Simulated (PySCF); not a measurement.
# One shape, several levels: C2H5NOSi (SMILES [H]/N=C\[SiH2]C=O)

We compute a comparison of 3 runs (CCSD(T)/ANO-RCC-MB, CCSD(T)/ANO-RCC-VDZ, CCSD(T)/ANO-RCC-VDZP) of C2H5NOSi. Input form: a Python script.

Program for the calculation: PySCF 2.14.0.

## (1) The molecule

The species is C2H5NOSi (10 atoms), meant as a singlet with charge 0. SMILES: `[H]/N=C\[SiH2]C=O`. The coordinates come from a GFN2-xTB relaxation. This is one conformer, not always the lowest.

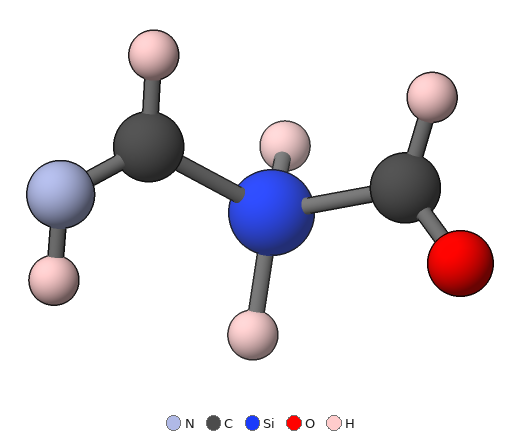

The structure, seen from a chosen angle (nitrogen light blue, carbon dark grey, silicon blue, oxygen red, hydrogen pink).

## (2) A single-point energy at CCSD(T)/ANO-RCC-MB (sfX2C) (run 1)

Input file calc.py:

```python
# N=C[SiH2]C=O
from pyscf import gto, scf, cc

mol = gto.Mole()
mol.atom = '''
N      0.274294     2.446156     3.703126
C      0.703110     1.997441     1.412060
Si    -1.231289     0.018614    -0.913683
C      1.002292    -2.632729    -1.959268
O      0.677410    -4.834732    -1.487403
H     -1.311149     1.630380     4.434034
H      2.416582     2.884780     0.686178
H     -3.469480    -1.030468     0.309121
H     -1.766459     1.583893    -3.128725
H      2.704689    -2.063335    -3.055441
'''
mol.unit = 'bohr'
mol.max_memory = 1860
mol.basis = 'ano-rcc-mb'
mol.verbose = 4
mol.build()

mf = scf.RHF(mol)
mf = mf.x2c()
mf.conv_tol = 1e-10
mf.kernel()
if not mf.converged:
    mf = mf.newton().run(mf.mo_coeff, mf.mo_occ)

mycc = cc.CCSD(mf, frozen=9)
mycc.kernel()
e_t = mycc.ccsd_t()
e_final = mycc.e_tot + e_t
print(f'total energy: {e_final:.8f} hartree')
```

The run is started by

```bash
OMP_NUM_THREADS=1 python calc.py
```

Log:

```text
PySCF version 2.14.0

[... 72 lines left out ...]
converged SCF energy = -497.214695235308
[... 12 lines left out ...]
Init t2, MP2 energy = -497.468179575748  E_corr(MP2) -0.253484340440388
[... 15 lines left out ...]
CCSD converged
[... 2 lines left out ...]
total energy: -497.52657347 hartree
```

Wall time 5.1 s (1 thread of Arm Neoverse V2, shared host); peak memory 0.15 GiB.

## (3) A single-point energy at CCSD(T)/ANO-RCC-VDZ (sfX2C) (run 2)

Input file calc.py:

```python
from pyscf import gto, scf, cc

molecule = gto.M(
    atom='''
N        0.145150       1.294450       1.959610
C        0.372070       1.057000       0.747230
Si      -0.651570       0.009850      -0.483500
C        0.530390      -1.393180      -1.036800
O        0.358470      -2.558430      -0.787100
H       -0.693830       0.862760       2.346390
H        1.278800       1.526560       0.363110
H       -1.835970      -0.545300       0.163580
H       -0.934770       0.838160      -1.655650
H        1.431260      -1.091870      -1.616870
''',
    basis='ano-rcc-vdz',
    verbose=3,
    max_memory=1860,
)

calc0 = scf.RHF(molecule)
calc0 = calc0.x2c()
calc0.conv_tol = 1e-10
calc0.kernel()
if not calc0.converged:
    calc0 = calc0.newton().run(calc0.mo_coeff, calc0.mo_occ)

mycc = cc.CCSD(calc0, frozen=9)
mycc.kernel()
e_t = mycc.ccsd_t()
e_tot = mycc.e_tot + e_t
print('E = %.10f Eh' % e_tot)
```

The run is started by

```bash
OMP_NUM_THREADS=1 python calc.py
```

Log:

```text
converged SCF energy = -497.460788578958
E(CCSD) = -497.9577683233163  E_corr = -0.4969797443583876
CCSD(T) correction = -0.0152007092910083
E = -497.9729690326 Eh
```

It took 11 s on 1 thread of Arm Neoverse V2, shared host; peak memory 0.19 GiB.

## (4) The energy at CCSD(T)/ANO-RCC-VDZP (sfX2C) (run 3)

Input file input.xyz:

```xyz
10
C2H5NOSi
N      0.145150     1.294450     1.959610
C      0.372070     1.057000     0.747230
Si    -0.651570     0.009850    -0.483500
C      0.530390    -1.393180    -1.036800
O      0.358470    -2.558430    -0.787100
H     -0.693830     0.862760     2.346390
H      1.278800     1.526560     0.363110
H     -1.835970    -0.545300     0.163580
H     -0.934770     0.838160    -1.655650
H      1.431260    -1.091870    -1.616870
```

Input file input.py:

```python
from pyscf import gto, cc

mol = gto.M(
    atom='input.xyz',
    basis='ano-rcc-vdzp',
    max_memory=1860,
    verbose=4,
)

mf = mol.RHF()
mf = mf.sfx2c1e()
mf.conv_tol = 1e-10
mf.kernel()
if not mf.converged:
    mf = mf.newton().run(mf.mo_coeff, mf.mo_occ)

mycc = cc.CCSD(mf, frozen=9)
mycc.kernel()
e_t = mycc.ccsd_t()
e_final = mycc.e_tot + e_t
print('E(%s) = %.9f' % ('CCSD(T)', e_final))
```

The run is started by

```bash
OMP_NUM_THREADS=1 python input.py
```

Log:

```text
PySCF version 2.14.0

[... 76 lines left out ...]
converged SCF energy = -497.634670291129
[... 12 lines left out ...]
Init t2, MP2 energy = -498.351320918217  E_corr(MP2) -0.716650627087838
[... 15 lines left out ...]
CCSD converged
[... 2 lines left out ...]
E(CCSD(T)) = -498.422052994
```

Wall time 90 s (1 thread of Arm Neoverse V2, shared host); peak memory 0.66 GiB.

## (5) Overview of the runs

| run | level | energy (Eh) | dipole moment (D) of the reference | HOMO energy (eV) | LUMO energy (eV) | wall time |
| --- | --- | --- | --- | --- | --- | --- |
| 1 | CCSD(T)/ANO-RCC-MB (sfX2C) | -497.526573 | 2.13 | -11.27 | 2.89 | 5.1 s |
| 2 | CCSD(T)/ANO-RCC-VDZ (sfX2C) | -497.972969 | 2.99 | -10.71 | 1.89 | 11 s |
| 3 | CCSD(T)/ANO-RCC-VDZP (sfX2C) | -498.422053 | 2.62 | -10.62 | 2.07 | 90 s |

## (6) Results

```
                                          quantity          value
                               run 3: total energy  -498.42205 Eh
       run 3: dipole moment (Hartree–Fock density)         2.62 D
        run 3: HOMO energy (Hartree–Fock orbitals)      -10.62 eV
        run 3: LUMO energy (Hartree–Fock orbitals)        2.07 eV
      run 3: HOMO–LUMO gap (Hartree–Fock orbitals)       12.69 eV
run 3: correlation energy (9 core orbitals frozen)     -787.4 mEh
                             run 3: (T) correction     -27.87 mEh
                              run 3: T1 diagnostic          0.016
```

In words: In run 1 the basis is minimal, so the values are rough. All runs together took 1.8 min, the longest 90 s.
